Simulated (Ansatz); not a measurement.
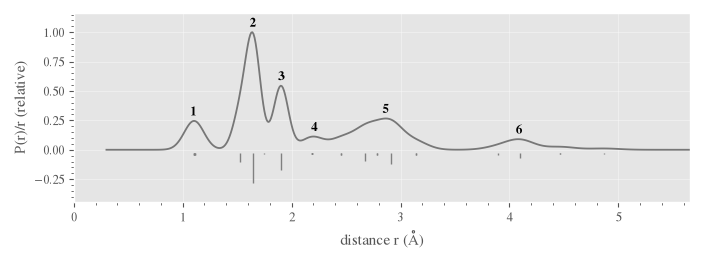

Simulated gas electron diffraction: radial distribution curve of C2H5FSi. Each pair of atoms contributes with weight ZᵢZⱼ/r (bars below the curve); damping constant 0.001 Å²; vibrational amplitudes assumed, not computed: 0.05 Å for bonds, 0.078 Å for bonds to H, 0.06 + 0.015 r up to 0.15 Å for other pairs. The geometry is the end point of an optimisation (RKS PBE0-D4/def2-SVP (Ansatz)); it may be a saddle point or a higher isomer.

### Which pairs of atoms lie under the numbered peaks? Mark bonded pairs by – and others by ···.

Peak 1, 1.10 Å: C–H 1.10–1.11 Å (×5)
Peak 2, 1.64 Å: C–C 1.52 Å, Si–F 1.64 Å, not resolved
Peak 3, 1.90 Å: Si–C 1.90 Å
Peak 4, 2.20 Å: C···H 2.19 Å (×5)
Peak 5, 2.86 Å: F···C 2.68 Å, F···H 2.78 Å (×2), Si···C 2.91 Å, not resolved; in its flanks Si···H 2.46–3.14 Å
Peak 6, 4.08 Å: Si···H 3.89 Å, F···C 4.10 Å, not resolved; in its flanks F···H 4.47 Å
